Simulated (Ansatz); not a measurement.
What O → Te does to Al2O3

The parent structure is Al2O3 in the corundum structure (space group R-3c, No. 167; a = 4.774 Å, c = 13.015 Å (hexagonal axes)).

It is then changed as follows: Te takes the place of O on all its sites, then cell and atoms are relaxed.

Calculations: PBEsol (Ansatz, an electronic-structure program), no spin-orbit coupling. Settings: 6×6×6 k-points, 0.05 eV Fermi–Dirac smearing, for the changed cell.

| quantity | base | changed | shift |
|---|---|---|---|
| volume per atom | 8.56 Å³ | 26.45 Å³ | +17.885 Å³ |
| density | 3.96 g/cm³ | 5.48 g/cm³ | +1.530 g/cm³ |
| lattice parameter a | 4.774 Å | 6.971 Å | +2.1977 Å |
| c/a ratio | 2.726 | 2.704 | -0.022 |
| space group | R-3c (No. 167) | R-3c (No. 167) | – |
| shortest interatomic distance | 1.861 Å | 2.749 Å | +0.888 Å |
| band gap | 6.03 eV | 0.11 eV | -5.92 eV |
| gap character | direct at Γ | indirect, Γ–S₀ (40 % along) → Γ | – |
| smallest direct gap | 6.03 eV | 0.29 eV | -5.74 eV |
| width of the top valence band | 0.63 eV | 0.84 eV | +0.21 eV |

Final structure:

```
Al2Te3
1.0
    3.48570     2.01247     6.28349
   -3.48570     2.01247     6.28349
    0.00000    -4.02494     6.28349
Al Te
4 6
Direct
  0.34847   0.34847   0.34847
  0.15153   0.15153   0.15153
  0.65153   0.65153   0.65153
  0.84847   0.84847   0.84847
  0.55455   0.94545   0.25000
  0.25000   0.55455   0.94545
  0.94545   0.25000   0.55455
  0.44545   0.05455   0.75000
  0.75000   0.44545   0.05455
  0.05455   0.75000   0.44545
```

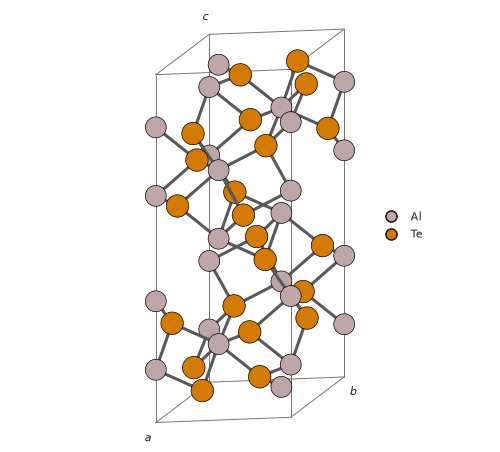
Figure. The relaxed conventional cell after the change

With Te present, leaving out spin-orbit coupling can change the band edges. No phonon test of stability was made. As relaxed here, Al2Te3 is a hypothetical phase, not in the database extracts checked. The zero or small gap of Al2Te3 can change with the level of theory.
